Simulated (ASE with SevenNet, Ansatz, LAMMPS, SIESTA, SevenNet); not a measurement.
## Amorphous Zn40Hg20Se38S22 (120 atoms) in machine-learned potentials

Aim: run amorphous Zn40Hg20Se38S22 (120 atoms) in machine-learned potentials and see how near its forces come to a plane-wave reference, and at what cost.

Calculated with ASE with SevenNet; the method is named at each step.

### 1. Starting point

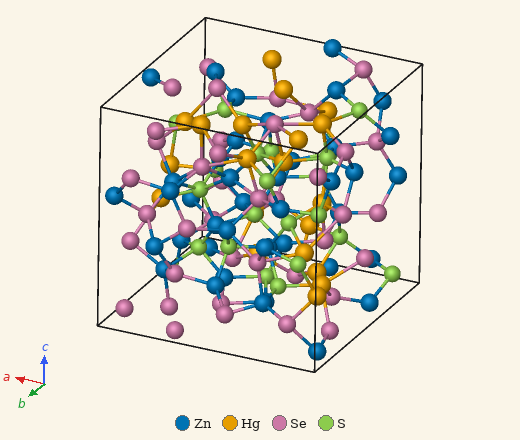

The starting structure, seen from a free direction (zinc blue, mercury orange, selenium pink, sulfur green). Bonds to atoms that aren't drawn are left out. Some periodic images of atoms are drawn too.

The cell holds 120 atoms: 40 Zn, 20 Hg, 38 Se and 22 S. Its edges and angles: a = 14.156 Å, b = 14.156 Å, c = 14.156 Å, α = 90.0°, β = 90.0°, γ = 90.0°. 120 atoms (40 Zn, 20 Hg, 38 Se, 22 S) placed at random at 6.05 g/cm³, melted at 2500 K for 10 ps at fixed volume with the Stillinger-Weber II-VI potential (Zhou et al., Phys. Rev. B 88, 085309 (2013)). Quenched from 2500 K to 500 K at 100 K/ps and fixed volume, held 5 ps.

The yardstick, on the same geometry:

* method: Kohn-Sham DFT, PBE, PAW, plane waves (Ansatz 0.2.0); cutoff 420 eV, Γ point, fermi-dirac smearing of 0.05 eV; PAW set soft_2
* r.m.s. force component: 0.4343 eV/Å
* longest force: 1.418 eV/Å
* SCF cycles: 13
* time: 83 s on 8 threads of Arm Neoverse V1, shared host
* CPU time: 10 min

### 2. SevenNet 0 potential

Method: machine-learned interatomic potential SevenNet 0, trained on PBE(+U) plane-wave data.

Input file run.py:

```python
import numpy as np
from ase.io import read
import mlip  # loads the published weights by name

atoms = read("structure.xyz")
atoms.calc = mlip.calc("7net-0")
energy = atoms.get_potential_energy()
forces = atoms.get_forces()
print(f"energy {energy:.6f} eV")
print("forces (eV/A)")
for i, (a, f) in enumerate(zip(atoms, forces)):
    print(f"{i:4d} {a.symbol:2s} {f[0]:10.5f} {f[1]:10.5f} {f[2]:10.5f}")
```

Input file structure.xyz:

```xyz
120
Lattice="14.15580 0.00000 0.00000 0.00000 14.15580 0.00000 0.00000 0.00000 14.15580" Properties=species:S:1:pos:R:3 pbc="T T T"
Zn 6.94328 4.99077 7.40023
Zn 5.74910 8.63872 4.62017
Zn 2.39559 1.56025 1.68298
Zn 0.62823 12.50594 0.54854
Zn 11.13424 10.43566 8.44365
Zn 10.70249 2.86471 8.11934
Zn 12.89537 1.73635 0.25990
Zn 3.94027 3.45175 13.03353
Zn 5.89872 6.21270 3.83650
Zn 0.89550 4.87766 0.52716
Zn 9.98253 6.51464 8.62159
Zn 9.44079 4.32389 4.99997
Zn 13.57017 2.85239 3.75978
Zn 12.48711 6.37733 2.75316
Zn 2.46721 0.19450 11.31926
Zn 5.69275 0.35970 14.11687
Zn 3.52451 11.69835 8.80109
Zn 9.31126 8.32347 5.16743
Zn 5.88287 8.65542 1.06975
Zn 10.98490 2.32764 10.62322
Zn 11.11754 4.91065 13.30546
Zn 3.56471 3.60888 5.27827
Zn 11.80197 10.06591 2.49864
Zn 3.65290 13.52105 7.04223
Zn 1.07103 6.86018 9.74230
Zn 7.78583 11.49833 2.88764
Zn 4.33691 12.20980 2.76236
Zn 9.97319 13.26512 9.25506
Zn 10.95319 13.26427 5.46655
Zn 13.72249 8.26302 13.75604
Zn 7.09673 11.46903 6.58882
Zn 13.94488 12.55803 7.80961
Zn 3.85618 3.83198 9.55715
Zn 0.31143 3.59586 10.90294
Zn 8.00284 4.03001 10.40848
Zn 0.67537 10.81248 10.84249
Zn 7.85477 1.20692 6.71933
Zn 0.71374 1.63174 7.45968
Zn 9.00323 7.74860 1.61631
Zn 8.12812 8.98582 8.75055
Hg 6.43693 5.40497 13.35543
Hg 4.57261 4.41081 1.52019
Hg 7.96292 7.75978 11.70458
Hg 0.52688 12.83874 4.28100
Hg 2.27144 8.58337 2.90760
Hg 8.55095 4.24051 1.83261
Hg 2.92912 10.66951 12.99941
Hg 3.25385 6.61104 7.16906
Hg 12.87527 8.43219 6.22558
Hg 6.16344 10.82834 11.15335
Hg 6.34958 1.75390 3.09955
Hg 2.52242 10.48166 5.68893
Hg 8.99106 1.67619 13.23171
Hg 5.29016 7.67103 9.85003
Hg 13.76043 5.38246 6.93875
Hg 10.27074 1.06933 2.76434
[... 60 atom lines left out ...]
S 4.82656 3.74265 7.40957
S 5.53124 0.87568 7.58793
S 1.33730 13.81111 6.55484
S 4.02931 2.49807 3.15391
```

Launch:

```sh
$ OMP_NUM_THREADS=4 python run.py > output.txt
```

Log:

```text
energy -309.086914 eV
forces (eV/A)
   0 Zn   -0.17675   -0.21202   -0.44576
   1 Zn   -0.42116    0.60721    0.35770
   2 Zn   -0.11983    0.00852   -0.23096
   3 Zn   -0.03191   -0.13333   -0.32227
   4 Zn    0.27194    0.11681    0.69767
   5 Zn   -0.03339    0.51313   -0.45413
   6 Zn    0.31176   -0.27637   -0.04679
   7 Zn    0.08037   -0.45979   -0.21068
   8 Zn   -0.24430    0.04389    0.15509
   9 Zn   -0.40621   -0.12558   -0.13126
  10 Zn    0.41172   -0.78713   -0.32391
  11 Zn    0.51813    0.52606    0.11601
  12 Zn   -0.03510    0.59280    0.39137
  13 Zn    0.35589    0.19018    0.15996
  14 Zn   -0.34684   -0.15560   -0.17687
  15 Zn   -0.24392    0.01893   -0.12932
  16 Zn    0.03285    0.06231    0.39681
  17 Zn   -0.25279   -0.10511   -0.10271
  18 Zn    0.13635    0.54967    0.13864
  19 Zn    0.18814    0.21178    0.50236
  20 Zn   -0.11298    0.73567   -0.45455
  21 Zn    0.07440    0.13375    0.39520
  22 Zn   -0.31168    0.18738    0.02645
  23 Zn    0.63823    0.30955   -0.52441
[...]
112 S    -1.13557   -0.90853    0.22243
 113 S     0.25712    0.40079   -0.53739
 114 S     0.22697    0.41079    0.19464
 115 S     0.46537   -0.50745   -0.75573
 116 S     0.03617    0.96945   -0.79816
 117 S    -0.31263   -0.79695    0.31878
 118 S     0.61092   -0.04726    0.31498
 119 S    -0.36165    0.07060    0.53338
```

Elapsed: 9.3 s, on 4 threads of Arm Neoverse V1, shared host; peak memory 0.87 GiB; 9.7 s of CPU time.

Banners, paths, timers and routine set-up lines are dropped from the logs unmarked, and long logs keep their key lines alone; longer cuts are marked.

Compared with the plane-wave run:

```
r.m.s. force component                  : 0.3987 eV/Å
r.m.s. difference of force components   : 142.7 meV/Å
longest difference of force vectors     : 578.1 meV/Å
force difference over r.m.s. force      : 32.85 %
slope of forces against the reference's : 0.8675
correlation of force components         : 0.9449
```

Length of the force difference by element (eV/Å):

| element | atoms | mean | most |
| --- | --- | --- | --- |
| Hg | 20 | 0.21 | 0.44 |
| S | 22 | 0.23 | 0.51 |
| Se | 38 | 0.26 | 0.49 |
| Zn | 40 | 0.17 | 0.58 |

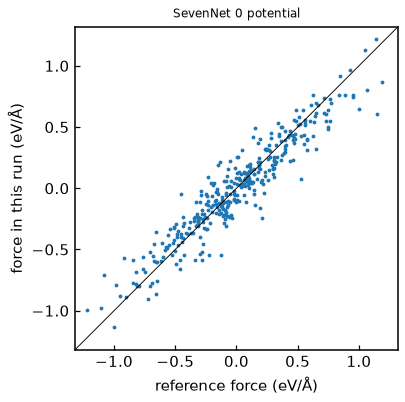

Force components against those of the reference; the line marks equality.

A closer look about Zn40, picked at random: 10 atoms, nearest first, numbered in the order of the input, with positions taken from that point.

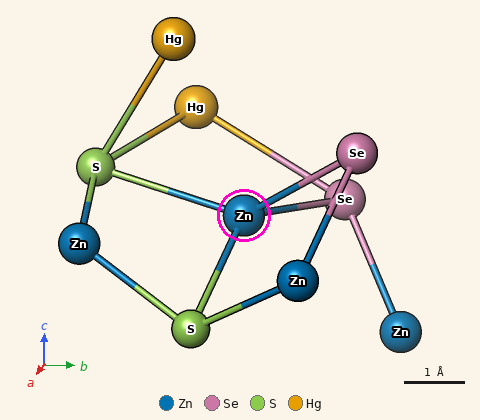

The atoms of the table, within 3.5 Å (arrows a, b, c point along x, y, z); some may hide others; the central atom is ringed.

| atom | x | y | z | distance (Å) | Fx | Fy | Fz (eV/Å) |
| --- | --- | --- | --- | --- | --- | --- | --- |
| Zn40 | 0.00 | 0.00 | 0.00 | 0.00 | 0.21 | 0.39 | 0.30 |
| Se84 | 0.85 | 2.08 | 1.38 | 2.63 | 0.16 | -0.59 | -0.66 |
| S107 | 2.20 | -0.51 | -1.43 | 2.67 | -0.30 | 0.13 | 0.16 |
| S109 | -0.48 | -2.61 | 0.60 | 2.72 | 0.49 | -0.54 | -0.78 |
| Se89 | -2.50 | 1.27 | -0.29 | 2.82 | 0.44 | 0.06 | -0.24 |
| Zn11 | 1.85 | -2.47 | -0.13 | 3.09 | 0.41 | -0.79 | -0.32 |
| Hg43 | -0.17 | -1.23 | 2.95 | 3.20 | 0.19 | -0.05 | 0.68 |
| Hg54 | -2.84 | -1.31 | 1.10 | 3.32 | -0.32 | -0.04 | 0.01 |
| Zn5 | 3.01 | 1.45 | -0.31 | 3.35 | 0.27 | 0.12 | 0.70 |
| Zn31 | -1.03 | 2.48 | -2.16 | 3.45 | -0.54 | 0.16 | 0.02 |

Atoms are counted from 1 here, from 0 in the log.

Forces lie 33 % from the reference's, at 0.015 times its CPU time (on 4 against 8 cores).

### 3. Summary of results

```
force difference from the reference : SevenNet 0 potential, 33 %
its CPU time                        : 9.7 s
```

Machine-learned potentials differ by 33 % (SevenNet 0 potential); they were trained on other programs' data. Machine-learned potentials mimic data converged in k, so the reference's own k-point error enters their differences. The quench rate of 100 K/ps is many orders above laboratory rates, so the cell is likely richer in defects and strain than a real sample. The network of bonds at the start is that of the classical potential that made the cell, and needn't be the one that DFT or experiment would give. The electronic-structure runs sample only Γ, in a cell whose shortest periodic width is 14 Å, which is coarse for a cell with partly filled levels. Spin–orbit coupling is left out, which matters for the levels of the heavy elements.

[Also dropped from logs without a mark: logging warnings of Python, and SIESTA's first energy breakdown and zero terms.]

[Logs are printed without paths, hosts, clocks, repeated set-up lines and the standing remarks that a program may print on its own settings, such as how far it seeks lower states.]

[Hosts, paths, dates, database ids (printed as entryN), source tags and the programs' standing remarks are cut or masked in the printed files.]
